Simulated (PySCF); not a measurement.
# One shape, several levels: [NH3]+ (SMILES [NH3+])

We compute a comparison of 6 runs (UB2PLYP/SBKJC, UB3LYP/SBKJC, UPBE0/SBKJC, USVWN5/SBKJC, UMP2/SBKJC, ROCCSD(T)/SBKJC) of [NH3]+. 

The results are computed with PySCF 2.14.0.

12 further runs of the same task are left out: 1 that didn't finish, 11 set aside as unsound or not needed.

**1. The molecule**

[NH3]+ has 4 atoms, charge +1, and is taken as a doublet. As SMILES, `[NH3+]`. The N1–H3 distance was set to 1.850 Å, away from the relaxed value. At this shape a bond of the SMILES string is far longer than usual.

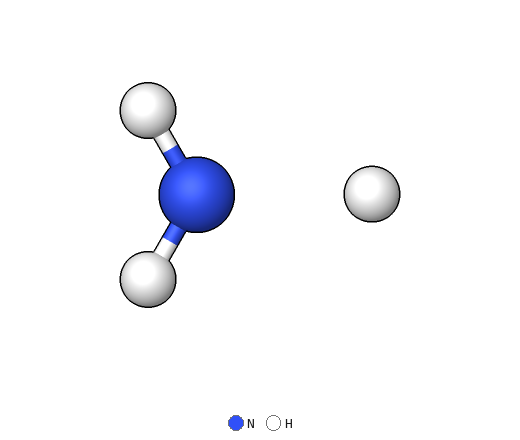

The structure, seen from a chosen angle (nitrogen blue, hydrogen white).

**2. A single-point energy at UB2PLYP/SBKJC (core potential) (run 1)**

File input.py:

```python
from pyscf import gto, dft, mp

mol = gto.M(
    atom='''
N      0.796628     0.190142     0.071255
H      1.307188    -0.047788     0.930885
H     -0.995460    -0.239520    -0.089810
H      1.281108     0.670042    -0.697575
''',
    spin=1,
    max_memory=1860,
    charge=1,
    basis='sbkjc',
    verbose=3,
    ecp={'N': 'sbkjc'},
)

myscf = dft.UKS(mol, xc='0.53*HF + 0.47*B88, 0.73*LYP')
myscf.grids.level = 5
myscf.conv_tol = 1e-10
myscf.kernel()
if not myscf.converged:
    myscf = myscf.newton().run(myscf.mo_coeff, myscf.mo_occ)

pt = mp.MP2(myscf).run()
etot = myscf.e_tot + 0.27 * pt.e_corr
print('PT2 part  %.8f' % (0.27 * pt.e_corr))
print('E = %.10f Eh' % etot)
```

Run with:

```
$ OMP_NUM_THREADS=1 python input.py
```

Standard output:

```text
WARN: HOMO -0.0474425817575668 >= LUMO -0.0474425817575667

converged SCF energy = -11.0973994822695  <S^2> = 0.96920282  2S+1 = 2.2083503
E(UMP2) = -11.1987330844747  E_corr = -0.101333602205134
E(SCS-UMP2) = -11.2035310822512  E_corr = -0.106131599981698
PT2 part  -0.02736007
E = -11.1247595549 Eh
```

Wall time 4.2 s (1 thread of Intel Xeon Platinum 8259CL at 2.50GHz (Skylake/Cascade Lake), shared host); peak memory 0.17 GiB.

**3. The energy at UB3LYP/SBKJC (core potential) (run 2)**

File run.py:

```python
from pyscf import gto, dft

molecule = gto.M(
    atom='''
N      1.505409     0.359316     0.134652
H      2.470227    -0.090306     1.759118
H     -1.881147    -0.452627    -0.169716
H      2.420943     1.266196    -1.318226
''',
    charge=1,
    unit='bohr',
    max_memory=1860,
    basis='sbkjc',
    spin=1,
    verbose=4,
    ecp={'N': 'sbkjc'},
)

ks = dft.UKS(molecule)
ks.xc = 'b3lyp'
ks.grids.level = 5
ks.conv_tol = 1e-10
ks.kernel()
if not ks.converged:
    ks = ks.newton().run(ks.mo_coeff, ks.mo_occ)

e_final = ks.e_tot
print('Final energy', e_final)
```

Run with:

```
$ OMP_NUM_THREADS=1 python run.py
```

Standard output:

```text
PySCF version 2.14.0

[... 106 lines left out ...]
converged SCF energy = -11.2011108216379  <S^2> = 0.84784318  2S+1 = 2.0955602
Final energy -11.201110821637862
```

It took 4.2 s on 1 thread of Intel Xeon Platinum 8259CL at 2.50GHz (Skylake/Cascade Lake), shared host; peak memory 0.17 GiB.

Runs 3 to 5 aren't shown in full; the table further down has their settings and results.

**4. The energy at ROCCSD(T)/SBKJC (core potential) (run 6)**

File input.xyz:

```xyz
4

N      0.796628     0.190142     0.071255
H      1.307188    -0.047788     0.930885
H     -0.995460    -0.239520    -0.089810
H      1.281108     0.670042    -0.697575
```

File input.py:

```python
from pyscf import gto, scf, cc

mol = gto.M(
    atom='input.xyz',
    spin=1,
    ecp={'N': 'sbkjc'},
    charge=1,
    max_memory=1860,
    verbose=3,
    basis='sbkjc',
)

calc0 = scf.ROHF(mol)
calc0.conv_tol = 1e-10
calc0.kernel()
if not calc0.converged:
    calc0 = calc0.newton().run(calc0.mo_coeff, calc0.mo_occ)

mycc = cc.CCSD(calc0)
mycc.kernel()
e_t = mycc.ccsd_t()
energy = mycc.e_tot + e_t
print('Final energy', energy)
```

Run with:

```
$ OMP_NUM_THREADS=1 python input.py
```

Standard output:

```text
converged SCF energy = -10.931080143094

WARN: RCCSD method does not support ROHF method. ROHF object is converted to UHF object and UCCSD method is called.

E(UCCSD) = -11.05378309598797  E_corr = -0.1227029528939314
UCCSD(T) correction = -0.00229269124212611
Final energy -11.056075787230096
```

Run time: 0.99 s. Hardware: 1 thread of Intel Xeon Platinum 8259CL at 2.50GHz (Skylake/Cascade Lake), shared host; peak memory 0.12 GiB.

**5. The series**

```
run                             level  frozen core orbitals  integration grid  energy (Eh)  HOMO energy (eV)  LUMO energy (eV)   ⟨S²⟩  wall time
  1    UB2PLYP/SBKJC (core potential)                     0                 5   -11.124760            -19.46             -9.87  0.969      4.2 s
  2     UB3LYP/SBKJC (core potential)                     –                 5   -11.201111            -18.15            -11.75  0.848      4.2 s
  3      UPBE0/SBKJC (core potential)                     –                 5   -11.183061            -18.58            -11.42  0.863      3.6 s
  4     USVWN5/SBKJC (core potential)                     –                 5   -11.104690            -16.31            -13.48  0.786      2.3 s
  5       UMP2/SBKJC (core potential)                     0                 –   -11.020118            -21.00             -6.80  1.242     0.97 s
  6  ROCCSD(T)/SBKJC (core potential)                     0                 –   -11.056076                 –                 –  0.750     0.99 s
```

**6. Results**

| quantity | value |
| --- | --- |
| run 6: total energy | -11.05608 Eh |
| run 6: correlation energy | -125.0 mEh |
| run 6: (T) correction | -2.29 mEh |
| run 6: ⟨S²⟩ of the reference determinant | 0.750 |
| run 6: T1 diagnostic | 0.048 |

In words: Totals of different functionals can't be ranked against each other. In run 6 the T1 diagnostic is large, so a single reference may not serve. Spin contamination of the reference: run 5 ⟨S²⟩ = 1.24, run 1 ⟨S²⟩ = 0.97, run 3 ⟨S²⟩ = 0.86. All runs together took 16 s, the longest 4.2 s.
